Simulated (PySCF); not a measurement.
Ga(Me)2(Ph), SMILES [CH3][Ga]([CH3])[c]1ccccc1 (C8H11Ga) at its GFN2-xTB optimised geometry (Å):

```
20

Ga     0.8306    -1.2949     0.0000
C      2.8779    -1.2949     0.0000
H      3.2820    -0.7535    -0.8607
H      3.2634    -2.3179    -0.0376
H      3.2801    -0.8202     0.9002
C     -0.2823    -3.0134     0.0021
H     -0.9463    -3.0628     0.8704
H      0.3670    -3.8934     0.0276
H     -0.9098    -3.0878    -0.8913
C     -0.1426     0.4928     0.0000
C     -1.5357     0.5481    -0.0047
C     -2.2008     1.7622    -0.0033
C     -1.4788     2.9444     0.0029
C     -0.0941     2.9105     0.0076
C      0.5659     1.6936     0.0062
H     -2.1014    -0.3801    -0.0098
H     -3.2820     1.7903    -0.0069
H     -1.9961     3.8934     0.0043
H      0.4682     3.8343     0.0125
H      1.6526     1.6660     0.0099
```

Computed with PBE0/def2-SVP (PySCF).

Map of the deformation density (molecule minus spherical neutral atoms) (e/bohr³) on the plane z = 1.0 Å:

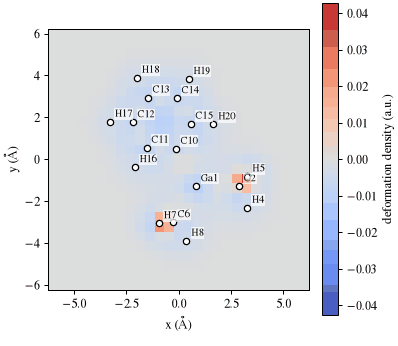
Figure. Deformation density (molecule minus spherical neutral atoms) (e/bohr³) on the plane z = 1.0 Å.
